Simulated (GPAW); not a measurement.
# CuSe (P4/nmm): the Cu K absorption edge, part 3 of 3

Aim: the dependence of the Cu K near-edge features of CuSe (P4/nmm) on volume.

GPAW 26.7.0; X-ray absorption from dipole matrix elements to empty bands, plane-wave PAW LDA.

So far. Step 4 (Spectrum with XCH, Cu atom 3): The total-energy difference is 8990.85 eV. One term is added: -29.79 eV, since the hole is spin-paired here and a spin-polarised one costs that much less in the free atom (computed apart). The photon energy is then 8961.06 eV. The tabulated edge of the element is 8979 eV. The functional leaves an error in such absolute values: in the free atom LDA prices this hole 18.3 eV below PBE (computed apart), and PBE is itself good to a few eV.

### 8. Spectrum with XCH, Cu atom 3

Shorter bonds are expected to push antibonding states and scattering resonances up, and longer ones down; the cell is scaled to test that.

Changed against the first core-hole run: volume scale from 1 to 0.94.

xas.py reads:

```python
import numpy as np
from ase import Atoms
from ase.parallel import parprint, paropen
from gpaw import GPAW, PW, FermiDirac, Mixer, MixerDif, setup_paths
from gpaw.test import gen
setup_paths.insert(0, '.')
gen('Cu', name='fch1s', xcname='LDA', corehole=(1, 0, 1), write_xml=True)
from gpaw.mpi import world
world.barrier()

atoms = Atoms('Se8Cu8',
    cell=[[0, 7.39505217, 0],
     [-7.39505217, 0, 0],
     [3.69752609, 3.69752609, 5.32732513]],
    scaled_positions=[[0.11149821, 0.13850179, 0.27700358],
     [0.11149821, 0.63850179, 0.27700358],
     [0.61149821, 0.13850179, 0.27700358],
     [0.61149821, 0.63850179, 0.27700358],
     [0.63850179, 0.11149821, 0.72299642],
     [0.63850179, 0.61149821, 0.72299642],
     [0.13850179, 0.11149821, 0.72299642],
     [0.13850179, 0.61149821, 0.72299642],
     [0.25, 0.75, 0],
     [0.25, 0.25, 0],
     [0.75, 0.75, 0],
     [0.75, 0.25, 0],
     [0, 0, 0],
     [0, 0.5, 0],
     [0.5, 0, 0],
     [0.5, 0.5, 0]],
    pbc=True)
atoms.calc = calc = GPAW(legacy_gpaw=True, mode=PW(430, force_complex_dtype=True), xc='LDA', setups={8: 'fch1s'},
    kpts={'size': (3, 3, 3), 'gamma': True}, occupations=FermiDirac(0.1),
    charge=-1, mixer=Mixer(0.1, 5, 50), maxiter=150,
    convergence={'density': 0.0001, 'eigenstates': 1e-6}, txt='scf.txt')
energy = atoms.get_potential_energy() + calc.get_reference_energy()
ef = calc.get_fermi_level()
out = dict(energy=energy, fermi=ef, forces=atoms.get_forces().tolist())
parprint(f'all-electron energy {energy:.4f} eV, Fermi level {ef:.4f} eV')
ev = np.array([[calc.get_eigenvalues(k, s) for k in range(len(calc.get_ibz_k_points()))] for s in range(calc.get_number_of_spins())])
out['homo'], out['lumo'], out['counts'] = ev[ev < ef].max(), ev[ev > ef].min(), sorted(set((ev < ef).sum((0, 2)).tolist()))
out['filled'] = (ev[:, 0] < ef).sum(1).tolist()

from ase.units import Ha
from gpaw.xas import dipole_matrix_elements
nb = int(calc.get_number_of_electrons() / 2) + 176
top, nb = nb, nb + 8 + nb // 12
nscf = calc.fixed_density(kpts={'size': (3, 3, 3), 'gamma': True}, nbands=nb,
    convergence={'bands': top, 'eigenstates': 1e-5}, maxiter=60, txt='nscf.txt')
cell = atoms.cell.array
ops = [cell.T @ U.T @ np.linalg.inv(cell.T) for U in nscf.wfs.kd.symmetry.op_scc]
E = np.arange(-6, 34, 0.1)
fwhm = np.interp(E, [4, 25], [1.55, 3.5])
Y, X, zero, highest = 0, 0, 1e9, 1e9
for spin in range(nscf.get_number_of_spins()):
    wfs = nscf.wfs
    A = dipole_matrix_elements(wfs.setups[8])
    eps = np.zeros((wfs.kd.nibzkpts, nb))
    d = np.zeros((3, A.shape[1], wfs.kd.nibzkpts, nb), complex)
    for kpt in wfs.kpt_u:
        if kpt.s == spin and 8 in kpt.P_ani:
            eps[kpt.k] = kpt.eps_n * Ha
            d[:, :, kpt.k] = (kpt.weight * wfs.nspins / 2) ** 0.5 * np.inner(A, kpt.P_ani[8])
    world.sum(eps)
    world.sum(d)
    T = np.einsum('amkn,bmkn->abkn', d, d.conj()).real
    T = sum(np.einsum('ai,ijkn,bj->abkn', R, T, R) for R in ops) / len(ops)
    empty = eps > ef
    zero, highest = min(zero, eps[empty].min()), min(highest, eps[:, top - 1].min())
    lines = [(eps, T, empty)] if spin == 0 else lines + [(eps, T, empty)]
for eps, T, empty in lines:
    f = np.einsum('aakn->akn', T).reshape(3, -1)
    x = eps.ravel() - zero
    w = np.interp(x, E, fwhm) / 2.35482
    g = np.exp(-0.5 * ((E[:, None] - x) / w) ** 2) / (w * (2 * np.pi) ** 0.5)
    Y = Y + (f * empty.ravel()) @ g.T
    X = X + (f * ~empty.ravel()) @ g.T
out.update(E=E.round(2).tolist(), xas=Y.tolist(), xes=X.tolist(), zero=zero, valid=highest - zero, nk=len(eps), nb=nb)
for i in range(0, len(E), 10):
    parprint(f'{E[i]:7.2f}', *(f'{v:10.3e}' for v in Y[:, i]))
import json
with paropen('out.json', 'w') as f:
    json.dump(out, f)
```

Run with:

```bash
$ OMP_NUM_THREADS=1 mpirun -n 4 gpaw python xas.py
```

Numbers of over 12 decimals in the logs are rounded to 6 here.

Output:

```text
Input parameters:
  charge: -1
  convergence: {density: 0.0001,
                eigenstates: 1e-06}
  kpts: {gamma: True,
         size: (3, 3, 3)}
  maxiter: 150
  mixer: {backend: pulay,
          beta: 0.1,
          method: separate,
          nmaxold: 5,
          weight: 50}
  mode: {ecut: 430.0,
         force_complex_dtype: True,
         name: pw}
  occupations: {fixmagmom: False,
[...]
*d    :     0.252057
--------------------------------

Diagonalizing with gridspacing h=0.050

state   all-electron     PAW
-------------------------------
4s:      -0.517664    -0.517809
4p:      -0.294182    -0.294289
3d:      -0.747943    -0.748405
*f:                   -0.018700
-------------------------------
all-electron energy -878826.2492 eV, Fermi level 5.8103 eV
[...]
32.00  1.604e-07  1.604e-07  1.696e-07
  33.00  1.798e-07  1.798e-07  1.787e-07
[key lines of the parts left out:]
Converged after 19 iterations.
Dipole moment: (24.139713, -24.472394, -0.000000) |e|*Ang
Free energy:    -79.141312
Fermi level: 5.81031
```

Elapsed: 4.1 min, on 4 MPI ranks of Arm Neoverse V2, shared host; peak memory 0.56 GiB; 16 min of CPU time.

```csv
E (eV),first run,this run
-2.0,0.00,0.00
-1.0,0.01,0.01
0.0,0.05,0.06
1.0,0.04,0.04
2.0,0.01,0.01
3.0,0.14,0.13
4.0,0.54,0.54
5.0,0.92,0.89
6.0,1.40,1.34
7.0,1.75,1.74
8.0,1.40,1.46
9.0,1.12,1.10
10.0,1.23,1.19
11.0,1.24,1.29
12.0,1.11,1.13
13.0,1.21,1.12
14.0,1.38,1.33
15.0,1.34,1.42
16.0,1.16,1.29
17.0,1.05,1.11
18.0,1.07,1.04
19.0,1.17,1.11
20.0,1.22,1.24
21.0,1.18,1.28
22.0,1.06,1.19
23.0,0.93,1.04
24.0,0.90,0.93
25.0,0.96,0.94
26.0,1.02,1.01
27.0,1.05,1.07
28.0,1.02,1.08
29.0,0.96,1.03
30.0,0.94,0.97
31.0,1.00,0.95
32.0,1.08,1.02
```

Against the first run the r.m.s. difference is 6 %. The highest intensity below 24 eV goes from 7.0 eV (1.75) to 7.2 eV (1.75).

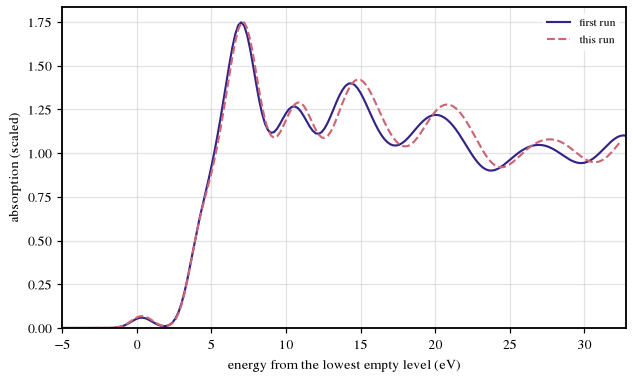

The effect of the change (volume scale from 1 to 0.94).

The photon energy of the zero moves by +0.19 eV.

### 9. Supercell without a hole, the energy reference

The cell changes for the next run, so it gets a reference energy of its own.

The cell differs from the one that the last finished run ended in (a 7.395 → 7.473 Å, b 7.395 → 7.473 Å, c 7.465 → 7.543 Å).

scf.py reads:

```python
import numpy as np
from ase import Atoms
from ase.parallel import parprint, paropen
from gpaw import GPAW, PW, FermiDirac, Mixer, MixerDif, setup_paths
from gpaw.test import gen
setup_paths.insert(0, '.')
gen('Cu', name='nch1s', xcname='LDA', corehole=(1, 0, 0), write_xml=True)
from gpaw.mpi import world
world.barrier()

atoms = Atoms('Se8Cu8',
    cell=[[0, 7.47290055, 0],
     [-7.47290055, 0, 0],
     [3.73645027, 3.73645027, 5.38340636]],
    scaled_positions=[[0.11149821, 0.13850179, 0.27700358],
     [0.11149821, 0.63850179, 0.27700358],
     [0.61149821, 0.13850179, 0.27700358],
     [0.61149821, 0.63850179, 0.27700358],
     [0.63850179, 0.11149821, 0.72299642],
     [0.63850179, 0.61149821, 0.72299642],
     [0.13850179, 0.11149821, 0.72299642],
     [0.13850179, 0.61149821, 0.72299642],
     [0.25, 0.75, 0],
     [0.25, 0.25, 0],
     [0.75, 0.75, 0],
     [0.75, 0.25, 0],
     [0, 0, 0],
     [0, 0.5, 0],
     [0.5, 0, 0],
     [0.5, 0.5, 0]],
    pbc=True)
atoms.calc = calc = GPAW(legacy_gpaw=True, mode=PW(430, force_complex_dtype=True), xc='LDA', setups={8: 'nch1s'},
    kpts={'size': (3, 3, 3), 'gamma': True}, occupations=FermiDirac(0.1),
    charge=0, mixer=Mixer(0.1, 5, 50), maxiter=150,
    convergence={'density': 0.0001, 'eigenstates': 1e-6}, txt='scf.txt')
energy = atoms.get_potential_energy() + calc.get_reference_energy()
ef = calc.get_fermi_level()
out = dict(energy=energy, fermi=ef, forces=atoms.get_forces().tolist())
parprint(f'all-electron energy {energy:.4f} eV, Fermi level {ef:.4f} eV')
ev = np.array([[calc.get_eigenvalues(k, s) for k in range(len(calc.get_ibz_k_points()))] for s in range(calc.get_number_of_spins())])
out['homo'], out['lumo'], out['counts'] = ev[ev < ef].max(), ev[ev > ef].min(), sorted(set((ev < ef).sum((0, 2)).tolist()))
out['filled'] = (ev[:, 0] < ef).sum(1).tolist()
import json
with paropen('out.json', 'w') as f:
    json.dump(out, f)
```

Run with:

```bash
$ OMP_NUM_THREADS=1 mpirun -n 4 gpaw python scf.py
```

Output:

```text
Input parameters:
  convergence: {density: 0.0001,
                eigenstates: 1e-06}
  kpts: {gamma: True,
         size: (3, 3, 3)}
  maxiter: 150
  mixer: {backend: pulay,
          beta: 0.1,
          method: separate,
          nmaxold: 5,
          weight: 50}
  mode: {ecut: 430.0,
         force_complex_dtype: True,
         name: pw}
  occupations: {fixmagmom: False,
                name: fermi-dirac,
[...]
*s    :     0.821514
4p(0) :    -0.028757     1.001617
*p    :     0.971243
3d(10):    -0.195673     0.277238
*d    :     0.804327
--------------------------------

Diagonalizing with gridspacing h=0.050

state   all-electron     PAW
-------------------------------
4s:      -0.178486    -0.178572
4p:      -0.028757    -0.028678
3d:      -0.195673    -0.196155
*f:                    0.071609
-------------------------------
all-electron energy -887817.2551 eV, Fermi level 5.3597 eV
[key lines of the parts left out:]
Converged after 13 iterations.
Dipole moment: (24.166213, -24.166213, 0.000000) |e|*Ang
Free energy:    -71.287396
Fermi level: 5.35974
```

The job ended after 55 s (4 MPI ranks; peak memory 0.35 GiB).

Reference energy: -887817.255 eV with the cores included.

### 10. Spectrum with XCH, Cu atom 3

Shorter bonds are expected to push antibonding states and scattering resonances up, and longer ones down; the cell is scaled to test that.

Changed against the first core-hole run: volume scale from 1 to 0.97.

Edit xas.py of step 8 so:

```diff
@@ -11,5 +11,5 @@
 atoms = Atoms('Se8Cu8',
-    cell=[[0, 7.39505217, 0],
-     [-7.39505217, 0, 0],
-     [3.69752609, 3.69752609, 5.32732513]],
+    cell=[[0, 7.47290055, 0],
+     [-7.47290055, 0, 0],
+     [3.73645027, 3.73645027, 5.38340636]],
     scaled_positions=[[0.11149821, 0.13850179, 0.27700358],
@@ -45,3 +45,3 @@
 from gpaw.xas import dipole_matrix_elements
-nb = int(calc.get_number_of_electrons() / 2) + 176
+nb = int(calc.get_number_of_electrons() / 2) + 181
 top, nb = nb, nb + 8 + nb // 12
```

Run with:

```bash
$ OMP_NUM_THREADS=1 mpirun -n 4 gpaw python xas.py
```

Output:

```text
Input parameters:
  charge: -1
  convergence: {density: 0.0001,
                eigenstates: 1e-06}
  kpts: {gamma: True,
         size: (3, 3, 3)}
  maxiter: 150
  mixer: {backend: pulay,
          beta: 0.1,
          method: separate,
          nmaxold: 5,
          weight: 50}
  mode: {ecut: 430.0,
         force_complex_dtype: True,
         name: pw}
  occupations: {fixmagmom: False,
[...]
*d    :     0.252057
--------------------------------

Diagonalizing with gridspacing h=0.050

state   all-electron     PAW
-------------------------------
4s:      -0.517664    -0.517809
4p:      -0.294182    -0.294289
3d:      -0.747943    -0.748405
*f:                   -0.018700
-------------------------------
all-electron energy -878826.3112 eV, Fermi level 5.4207 eV
[...]
32.00  1.694e-07  1.694e-07  1.738e-07
  33.00  1.836e-07  1.836e-07  1.772e-07
[key lines of the parts left out:]
Converged after 17 iterations.
Dipole moment: (23.928612, -24.258960, 0.000000) |e|*Ang
Free energy:    -79.210720
Fermi level: 5.42073
```

The job ended after 4.3 min (4 MPI ranks; peak memory 0.58 GiB; 17 min of CPU time).

```csv
E (eV),first run,this run
-2.0,0.00,0.00
-1.0,0.01,0.01
0.0,0.05,0.06
1.0,0.04,0.04
2.0,0.01,0.01
3.0,0.14,0.14
4.0,0.54,0.54
5.0,0.92,0.90
6.0,1.40,1.37
7.0,1.75,1.75
8.0,1.40,1.43
9.0,1.12,1.11
10.0,1.23,1.21
11.0,1.24,1.26
12.0,1.11,1.12
13.0,1.21,1.17
14.0,1.38,1.37
15.0,1.34,1.39
16.0,1.16,1.22
17.0,1.05,1.07
18.0,1.07,1.05
19.0,1.17,1.15
20.0,1.22,1.24
21.0,1.18,1.23
22.0,1.06,1.12
23.0,0.93,0.98
24.0,0.90,0.91
25.0,0.96,0.95
26.0,1.02,1.02
27.0,1.05,1.06
28.0,1.02,1.05
29.0,0.96,0.99
30.0,0.94,0.95
31.0,1.00,0.97
32.0,1.08,1.06
```

Against the first run the r.m.s. difference is 3 %. The highest intensity below 24 eV stays at 7.0 eV.

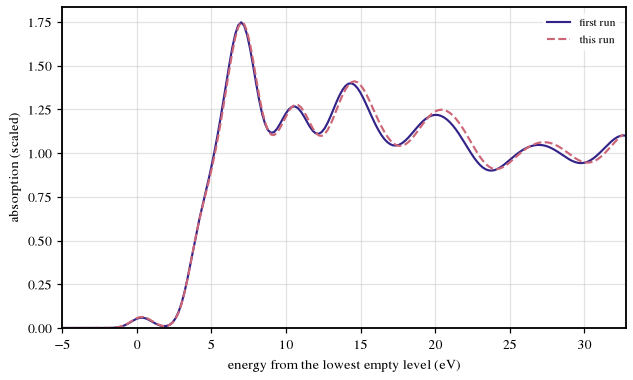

The effect of the change (volume scale from 1 to 0.97).

The photon energy of the zero moves by +0.09 eV.

### 11. The volumes side by side

```csv
volume,nearest distance (Å),shift of the zero (eV),maximum 1 (eV above own zero),maximum 2 (eV above own zero),maximum 3 (eV above own zero),maximum 4 (eV above own zero)
0.91,2.340,+0.30,7.2,11.0,15.2,21.2
0.94,2.365,+0.19,7.2,10.8,14.8,20.8
0.97,2.390,+0.09,7.0,10.6,14.6,20.4
1,2.415,+0.00,7.0,10.6,14.4,20.0
```

The curves, each shifted by its zero's change so that they share one photon-energy axis, counted from the zero at V × 1:

```csv
E (eV),V × 0.91,V × 0.94,V × 0.97,V × 1
-2.0,0.00,0.00,0.00,0.00
-1.0,0.00,0.01,0.01,0.01
0.0,0.05,0.05,0.05,0.05
1.0,0.06,0.06,0.05,0.04
2.0,0.02,0.01,0.01,0.01
3.0,0.06,0.09,0.11,0.14
4.0,0.41,0.46,0.50,0.54
5.0,0.78,0.82,0.87,0.92
6.0,1.15,1.24,1.32,1.40
7.0,1.65,1.71,1.73,1.75
8.0,1.63,1.56,1.47,1.40
9.0,1.18,1.13,1.12,1.12
10.0,1.11,1.15,1.19,1.23
11.0,1.28,1.29,1.27,1.24
12.0,1.23,1.17,1.13,1.11
13.0,1.08,1.10,1.15,1.21
14.0,1.21,1.29,1.35,1.38
15.0,1.41,1.42,1.40,1.34
16.0,1.39,1.32,1.24,1.16
17.0,1.23,1.14,1.08,1.05
18.0,1.07,1.04,1.05,1.07
19.0,1.05,1.09,1.13,1.17
20.0,1.16,1.22,1.23,1.22
21.0,1.29,1.28,1.23,1.18
22.0,1.29,1.22,1.13,1.06
23.0,1.17,1.07,0.99,0.93
24.0,1.01,0.94,0.91,0.90
25.0,0.93,0.93,0.94,0.96
26.0,0.97,0.99,1.01,1.02
27.0,1.05,1.06,1.06,1.05
28.0,1.09,1.08,1.05,1.02
29.0,1.09,1.05,1.00,0.96
30.0,1.03,0.98,0.95,0.94
31.0,0.96,0.95,0.97,1.00
32.0,0.96,1.00,1.05,1.08
```

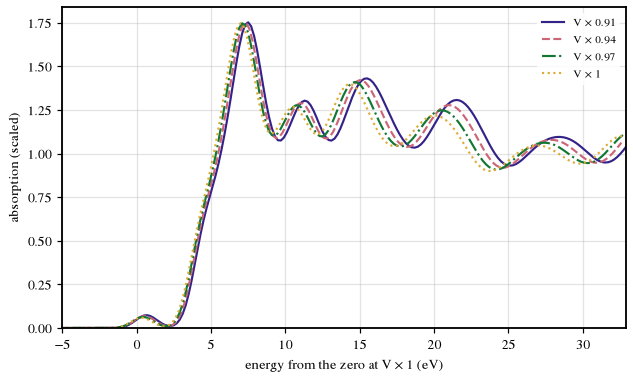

The edge at each volume, on one photon-energy scale.

### 12. Results

```yaml
absorber_and_edge: Cu K, atom 3 of the ground-state input (counted from 1)
surroundings: 4 Se at 2.41 Å (tetrahedral, site symmetry -4m2)
highest_intensity_below_24_ev: 7.0 eV above the zero, height 1.75
photon_energy_of_the_zero_with_the_added_terms: 8961.1 eV (raw 8990.9 eV; LDA puts this hole about 18 eV below PBE, itself good to a few eV)
```

**Reading.** From V × 0.91 to V × 1 the nearest distance grows by 0.075 Å and the zero moves by -0.30 eV. Above their own zero, the maxima move from 7.2 to 7.0 eV, from 11.0 to 10.6 eV, from 15.2 to 14.4 eV and from 21.2 to 20.0 eV. The one highest in energy moves most, in the direction that the rule ΔE·R² ≈ constant for scattering resonances gives. The Cu K edge of atom 3, with 4 Se at 2.41 Å (tetrahedral, site symmetry -4m2), has its highest intensity of the first 24 eV at 7.0 eV above the zero, near 8968 eV in photon energy (LDA puts this hole about 18 eV below PBE, itself good to a few eV), 1.7 times the mean level of the first 20 eV (Gaussian full width 1.55 eV up to 4 eV, rising linearly to 3.5 eV at 25 eV). At the Cu K edge of atom 3 polarisation matters most near 9.6 eV, where the curves differ by 0.6 on this scale. The script folds with a Gaussian, whereas the core hole's own line is a Lorentzian, so the onset is too steep and the first peak too high. The unit cell's mesh shows no gap over 0.35 eV. That is right for a metallic compound; for a small-gap or correlated insulator it would be the fault of the functional or of the assumed magnetic order, and the hole would be screened too well. The mesh is coarse (0.39 Å⁻¹ between points), so small maxima may be mesh ripples. Lifetime broadening is put in by hand, and intensities beyond about 20 eV depend on it and on the partial waves. The structure is a computed Materials Project entry and may be a hypothetical form.

[Banner, clock and machine lines of the logs are left out without a mark of their own.]

[Logs are printed without paths, hosts, clocks, repeated set-up lines and the standing remarks that a program may print on its own settings, such as how far it seeks lower states.]

[Hosts, paths, dates, database ids (printed as entryN), source tags and the programs' standing remarks are cut or masked in the printed files.]

[Lists of maxima count a maximum above −3 eV only where it reaches 4 % of the highest in the window and stands out from its surroundings by 2 % of it (1.5 % where it reaches 55 %); shoulders and weaker maxima are passed over, and of the rest the first, up to two pre-edge ones and the few strongest are named.]
